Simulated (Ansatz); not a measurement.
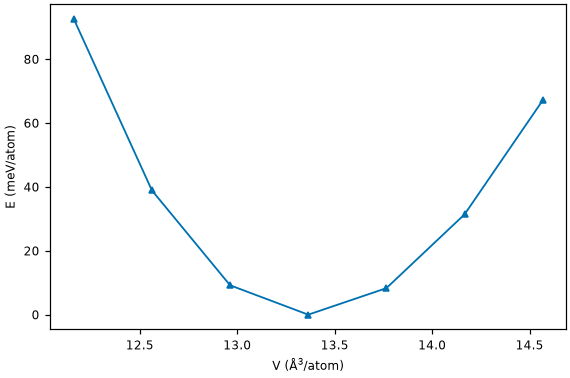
Figure: Si2W (MoSi2 or CaC2 type, I4/mmm) under volume change, DFT-PBEsol in the program Ansatz with PAW potentials, shape and atoms relaxed at each volume.

Q: What does a third-order Birch–Murnaghan fit give for V₀, B₀ and B′?

A: V₀ = 13.36 Å³/atom, B₀ = 231 GPa, B′ = 4.4.

The cell was relaxed with PBEsol under the symmetry of its start. The run is not spin-polarised. Spin–orbit coupling is left out wherever it is not named.

Potentials: the earlier of the program's two PAW sets. The files were generated under PBE; for other functionals the program regenerates the frozen cores, and for LDA and PBEsol the local potential too.
